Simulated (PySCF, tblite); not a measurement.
# C₃H₅F₃N radical: geometry, infrared bands and EPR parameters

Aim: predict the infrared bands and EPR parameters of C₃H₅F₃N radical (`C[C](N)C(F)(F)F`).

Programs: tblite 0.8.0 and PySCF 2.14.0, with density-fitted response routines of our own. Each step states its level of theory. These are calculated values for one molecule in the gas phase, unless marked as measured. Atoms count from 0, in the outputs and in this text.

### Step 1. The molecule as given

12 atoms, charge 0, multiplicity 2; geometry from: force field or distance geometry start.

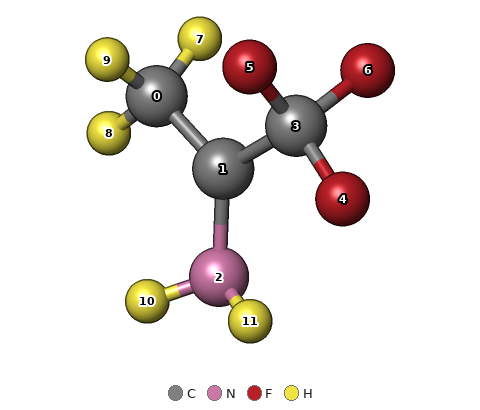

As it starts; carbon grey, nitrogen pink, fluorine red, hydrogen yellow, atoms numbered.

### Step 2. Optimising the geometry with GFN2-xTB

The job: settings as JSON, then the geometry in Å.

```
{"job": {"kind": "relax", "xc": "GFN2-xTB", "basis": "xTB"}, "charge": 0, "multiplicity": 2}
C     -0.759300     1.183500    -0.172500
C     -0.093000    -0.138700    -0.143300
N     -0.762300    -1.346300    -0.707800
C      1.300400    -0.164200     0.446900
F      1.744600    -1.445300     0.632700
F      1.334700     0.423000     1.671100
F      2.200200     0.470200    -0.336000
H     -0.157600     1.913300    -0.725000
H     -1.742000     1.117800    -0.655500
H     -0.923600     1.565800     0.847500
H     -1.774300    -1.360700    -0.515000
H     -0.366600    -2.219000    -0.369300
```

The run is started by

```console
$ OMP_NUM_THREADS=1 python probes_run.py task.json out
```

The driver reads the jobs from task.json and runs them one after another.

The program printed:

```text
step      E/eV     max force
  0    -708.19765    2.883
  1    -708.37571    1.094
  2    -708.44016    0.925
  3    -708.46615    0.402
  4    -708.47928    0.359
  5    -708.48972    0.221
  6    -708.49522    0.183
  7    -708.49795    0.122
  8    -708.49917    0.108
  9    -708.50042    0.121
 10    -708.50203    0.139
 11    -708.50391    0.120
 12    -708.50583    0.140
 13    -708.50769    0.117
 14    -708.50941    0.112
 15    -708.51073    0.098
 16    -708.51156    0.064
 17    -708.51214    0.064
 18    -708.51271    0.056
 19    -708.51323    0.055
 20    -708.51357    0.050
 21    -708.51381    0.049
 22    -708.51409    0.053
 23    -708.51449    0.063
 24    -708.51496    0.077
 25    -708.51541    0.072
 26    -708.51591    0.069
 27    -708.51660    0.083
 28    -708.51745    0.098
 29    -708.51818    0.084
 30    -708.51856    0.048
 31    -708.51874    0.035
 32    -708.51890    0.036
 33    -708.51911    0.040
 34    -708.51930    0.034
 35    -708.51945    0.038
 36    -708.51959    0.040
 37    -708.51980    0.043
 38    -708.52009    0.053
 39    -708.52040    0.053
 40    -708.52066    0.042
 41    -708.52089    0.045
 42    -708.52114    0.050
 43    -708.52136    0.046
 44    -708.52151    0.033
 45    -708.52161    0.036
 46    -708.52173    0.035
 47    -708.52192    0.049
 48    -708.52226    0.071
 49    -708.52277    0.084
 50    -708.52348    0.077
 51    -708.52455    0.097
 52    -708.52625    0.106
 53    -708.52845    0.118
 54    -708.53042    0.119
 55    -708.52684    0.272
 56    -708.53220    0.062
 57    -708.53259    0.062
 58    -708.53301    0.049
 59    -708.53320    0.035
 60    -708.53339    0.030
 61    -708.53351    0.025
 62    -708.53359    0.024
 63    -708.53365    0.022
 64    -708.53371    0.025
 65    -708.53376    0.019
 66    -708.53381    0.017
 67    -708.53386    0.018
 68    -708.53392    0.022
 69    -708.53401    0.027
 70    -708.53415    0.046
 71    -708.53435    0.043
 72    -708.53458    0.027
 73    -708.53466    0.021
 74    -708.53469    0.019
 75    -708.53472    0.014
 76    -708.53475    0.012
 77    -708.53476    0.008
```

Wall time 0.48 s (1 thread of Arm Neoverse N1, shared host).

Relaxation path: (not every step is listed)

| step | energy from step 0 (eV) | largest force (eV/Å) |
| --- | --- | --- |
| 0 | 0.0000 | 2.8834 |
| 1 | -0.1781 | 1.0941 |
| 2 | -0.2425 | 0.9251 |
| 3 | -0.2685 | 0.4024 |
| 4 | -0.2816 | 0.3590 |
| 5 | -0.2921 | 0.2215 |
| 6 | -0.2976 | 0.1833 |
| 7 | -0.3003 | 0.1221 |
| 8 | -0.3015 | 0.1079 |
| 14 | -0.3118 | 0.1119 |
| 20 | -0.3159 | 0.0501 |
| 26 | -0.3183 | 0.0690 |
| 32 | -0.3213 | 0.0363 |
| 38 | -0.3224 | 0.0526 |
| 44 | -0.3239 | 0.0328 |
| 50 | -0.3258 | 0.0771 |
| 56 | -0.3346 | 0.0618 |
| 62 | -0.3359 | 0.0244 |
| 68 | -0.3363 | 0.0220 |
| 72 | -0.3369 | 0.0271 |
| 73 | -0.3370 | 0.0208 |
| 74 | -0.3370 | 0.0186 |
| 75 | -0.3371 | 0.0141 |
| 76 | -0.3371 | 0.0120 |
| 77 | -0.3371 | 0.0082 |

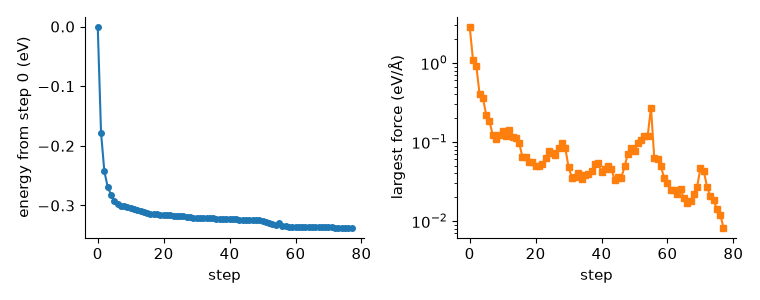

Energy and largest force along the relaxation.

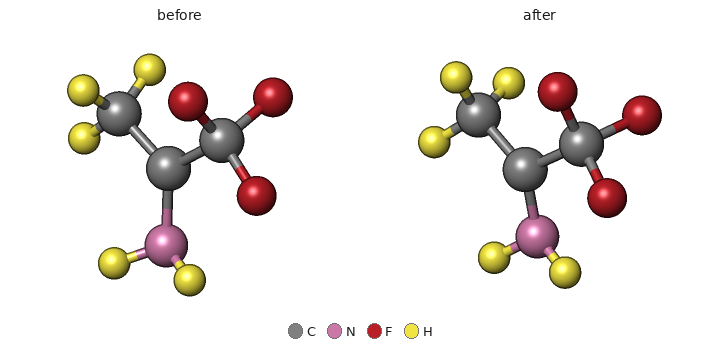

The geometry before (left) and after (right).

Distances of close pairs at the start and the end, largest changes first:

| bond | before (Å) | after (Å) | change (Å) |
| --- | --- | --- | --- |
| C1–N2 | 1.492 | 1.391 | -0.101 |
| C1–C3 | 1.513 | 1.474 | -0.040 |
| C3–F6 | 1.351 | 1.372 | +0.022 |
| N2–H10 | 1.030 | 1.009 | -0.021 |
| C3–F4 | 1.369 | 1.350 | -0.019 |
| C3–F5 | 1.358 | 1.343 | -0.015 |
| C0–H9 | 1.102 | 1.089 | -0.013 |
| C0–H8 | 1.097 | 1.087 | -0.010 |

The end geometry stands in the next job.

### Step 3. Vibrational analysis with GFN2-xTB

The job: settings as JSON, then the geometry in Å.

```
{"job": {"kind": "ir", "xc": "GFN2-xTB", "basis": "xTB"}, "charge": 0, "multiplicity": 2}
C     -0.831707     1.171939    -0.089470
C     -0.176719    -0.157088     0.038834
N     -0.603112    -1.223385    -0.746189
C      1.215961    -0.221220     0.516575
F      1.570878    -1.465264     0.901727
F      1.442733     0.590791     1.561822
F      2.162349     0.134131    -0.411761
H     -0.401657     1.759071    -0.908300
H     -1.893528     1.044741    -0.286681
H     -0.703660     1.743981     0.828079
H     -1.599355    -1.263182    -0.900225
H     -0.180984    -2.115200    -0.530438
```

The program printed:

```text
mode    cm-1     km/mol
  1      40.4      0.26
  2      95.8      0.53
  3     149.2      6.74
  4     207.3      0.92
  5     305.8     27.76
  6     323.5      8.47
  7     379.4      2.71
  8     383.6      9.12
  9     502.7     20.53
 10     524.2      6.76
 11     536.0     26.50
 12     686.5    162.31
 13     735.7     17.48
 14     869.6    417.97
 15     992.7     20.88
 16    1002.3     40.54
 17    1025.9     59.97
 18    1055.3    189.81
 19    1110.1    253.47
 20    1321.1     30.58
 21    1390.2      5.03
 22    1407.1     27.56
 23    1455.9     10.78
 24    1471.6     27.62
 25    1496.3     59.42
 26    2912.7     17.74
 27    3021.9      7.25
 28    3036.1     21.83
 29    3421.0      9.87
 30    3479.8      6.12
```

Wall time 0.36 s (1 thread of Arm Neoverse N1, shared host).

Which atoms move in the most intense modes:

| cm⁻¹ | km/mol | atoms |
| --- | --- | --- |
| 686 | 162.3 | H11 39 %, H10 34 %, N2 18 % |
| 870 | 418.0 | C3 73 %, F6 14 % |
| 1002 | 40.5 | H8 25 %, H9 21 %, H10 14 %, C0 13 % |
| 1026 | 60.0 | H7 39 %, H9 15 %, C0 15 %, C3 11 % |
| 1055 | 189.8 | C3 57 % |
| 1110 | 253.5 | C3 52 %, H10 12 % |
| 1321 | 30.6 | C1 59 %, C3 13 % |
| 1496 | 59.4 | H11 27 %, H10 23 %, N2 22 %, C1 18 % |

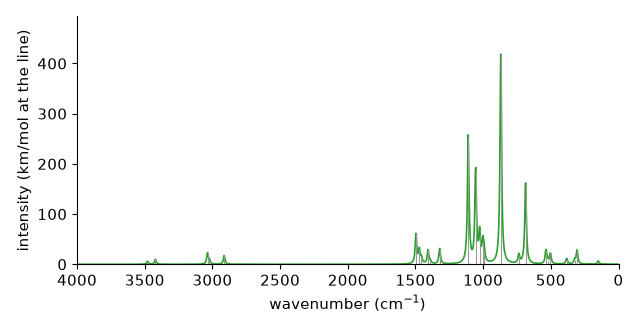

The infrared spectrum from these modes, unscaled. Lines are broadened to a width of 14 cm⁻¹ (Lorentzian).

### Step 4. EPR parameters: B3LYP/pcH-1

Settings changed since step 3:

```diff
@@ -1,2 +1,2 @@
-{"job": {"kind": "ir", "xc": "GFN2-xTB", "basis": "xTB"}, "charge": 0, "multiplicity": 2}
+{"job": {"kind": "epr", "basis": "pcH-1"}, "charge": 0, "multiplicity": 2}
 C     -0.831707     1.171939    -0.089470
```

Method: UKS B3LYP, pcH-1 on C F H N, non-relativistic, mean-field spin-orbit, GIAO.

The program printed:

```text
UKS, coarse grid
  cycle   1  E = -471.45327079  |g| = 6.79e-01
  cycle   2  E = -471.26486855  |g| = 1.07e+00
  cycle   3  E = -471.60357382  |g| = 5.98e-02
  cycle   4  E = -471.60461284  |g| = 3.95e-02
  cycle   5  E = -471.60531645  |g| = 7.78e-03
  cycle   6  E = -471.60533871  |g| = 3.36e-03
  cycle   7  E = -471.60534303  |g| = 1.29e-03
  cycle   8  E = -471.60534407  |g| = 4.17e-04
UKS, final grid
  cycle   1  E = -471.60520947  |g| = 4.14e-04
  cycle   2  E = -471.60520946  |g| = 4.83e-04
  cycle   3  E = -471.60520953  |g| = 6.67e-05
  cycle   4  E = -471.60520953  |g| = 1.92e-05
E = -471.60520953 Eh   <S^2> = 0.7532 (exact 0.7500)
g shifts (ppm)      1          2          3
  rmc          -198       -198       -198
  gc              9         65         40
  oz_so         212        343       1111
  total          22        209        953
hyperfine (MHz)  atom isotope    a_iso     a_fc   dipolar eigenvalues
    0   13C     -19.17     -19.17     -1.83     -0.96      2.79
    1   13C      99.83      99.83    -68.27    -67.80    136.07
    2   14N      15.94      15.94    -13.07    -12.69     25.76
    3   13C     -23.60     -23.60     -4.52     -1.70      6.22
    4   19F      27.98      27.98    -21.37    -20.02     41.39
    5   19F      34.55      34.55    -26.01    -25.06     51.07
    6   19F     181.41     181.41    -78.36    -74.35    152.72
    7    1H     109.62     109.62     -4.16     -2.93      7.09
    8    1H      16.83      16.83     -4.47     -3.78      8.26
    9    1H      32.72      32.72     -4.89     -4.30      9.19
   10    1H       8.17       8.17    -14.62     -5.95     20.58
   11    1H       0.79       0.79    -14.11     -6.22     20.32
```

It took 55 s on 1 thread of Arm Neoverse N1, shared host; peak memory 0.88 GiB.

Principal g values 2.00234, 2.00253, 2.00327; g(iso) = 2.00271, against 2.00232 for a free electron.

Mean a(iso) over the nuclei that a row names, and the largest dipolar term of the row (other rows stand at the frozen geometry):

| nuclei | isotope | a(iso) (MHz) | a(iso) (G, at g = 2.0023) | largest dipolar term (MHz) |
| --- | --- | --- | --- | --- |
| C1 | 13C | 99.8 | 35.6 | 136.1 |
| F4, F5, F6 | 19F | 81.3 | 29.0 | 152.7 |
| H7, H8, H9 | 1H | 53.1 | 18.9 | 9.2 |
| C3 | 13C | -23.6 | -8.4 | 6.2 |
| C0 | 13C | -19.2 | -6.8 | 2.8 |
| N2 | 14N | 15.9 | 5.7 | 25.8 |
| H10, H11 | 1H | 4.5 | 1.6 | 20.6 |

Mulliken spin populations:

| atom | value (e) |
| --- | --- |
| C0 | -0.06 |
| C1 | 0.75 |
| N2 | 0.20 |
| C3 | 0.00 |
| F4 | 0.01 |
| F5 | 0.01 |
| F6 | 0.03 |
| H7 | 0.06 |
| H8 | 0.01 |
| H9 | 0.01 |
| H10 | 0.00 |
| H11 | 0.00 |

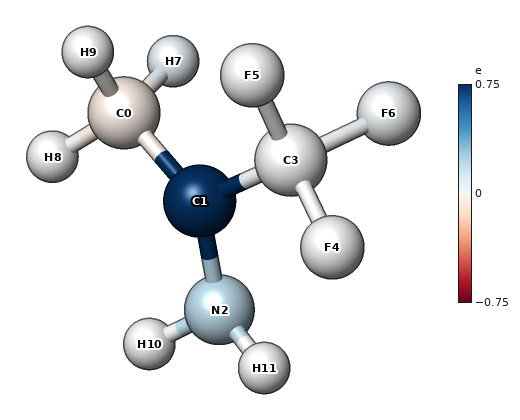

Mulliken spin populations, as colours on the atoms.

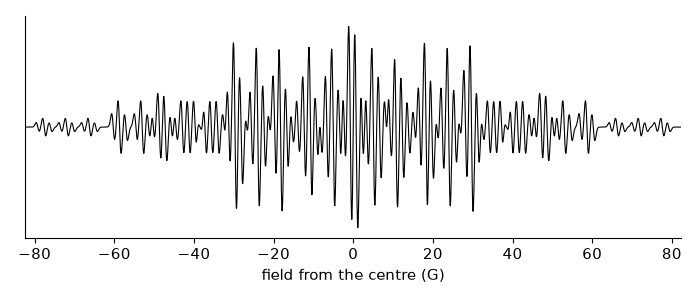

First-order isotropic spectrum (first derivative, main isotopes with spin only, couplings over 0.8 MHz, Gaussian width 0.4 G; couplings of the frozen geometry, rotation of groups not averaged beyond the rows shown).

The fields below are evaluated on a grid from the run's orbitals.

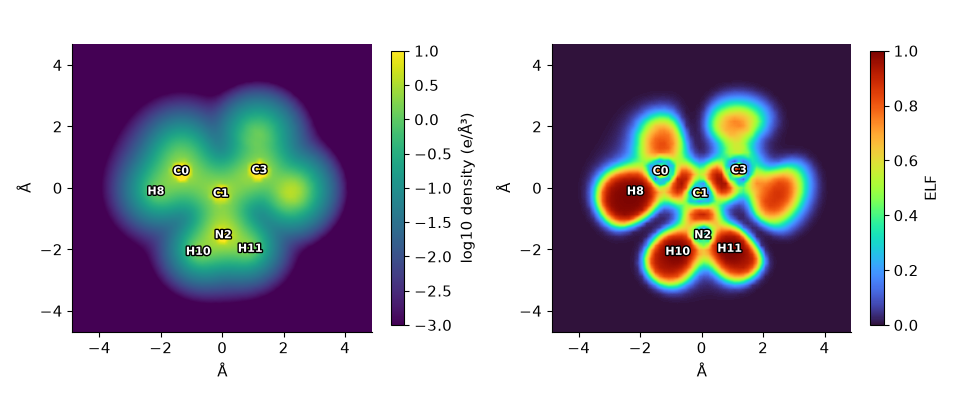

Density (left) and ELF (right) in a plane through or near 7 of the atoms.

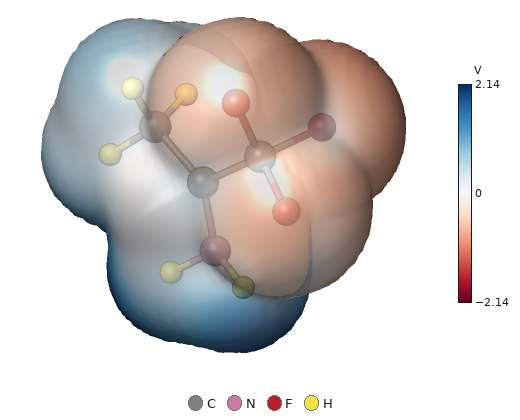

The potential that a unit positive charge feels on the 0.002 e/bohr³ surface, from -0.95 V near F6 to 2.14 V near H10.

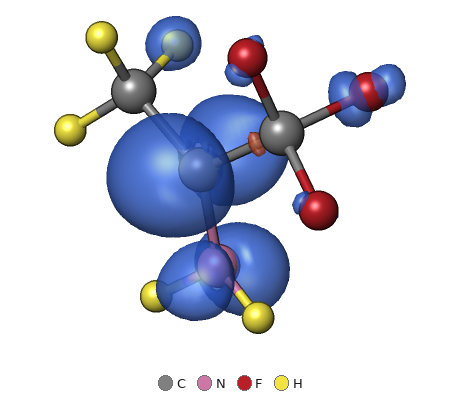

Spin density at ±0.04 e/Å³ (alpha excess blue, beta excess red).

### Step 5. Results

| quantity | value |
| --- | --- |
| strongest single infrared mode (GFN2-xTB) | 870 cm⁻¹, 418 km/mol |
| zero-point energy (GFN2-xTB) | 50.5 kcal/mol |
| g(iso) (B3LYP) | 2.00271 |
| ⟨S²⟩ | 0.753 (exact 0.75) |
| largest a(iso) (averaged by class) | 13C on C1, 99.8 MHz |
| potential on the surface of density 0.002 e/bohr³, 1st and 99th percentile | -0.95 V and 2.14 V |

Over 77 steps the energy fell by 0.337 eV; of the close pairs, C1–N2 changed most, 1.492 to 1.391 Å. No mode is imaginary among the 30: a minimum at this level. The strongest single mode, at 870 cm⁻¹, moves mainly C3. Unscaled tight-binding wavenumbers are off by several per cent, some by more. Its intensities can rank the bands wrongly. Most of the unpaired spin sits on C1 (0.75 e). The isotropic g lies 0.4 ppt above the free-electron value. The conformer search found further structures of the same energy, which may be mirror or relabelled copies of this one.
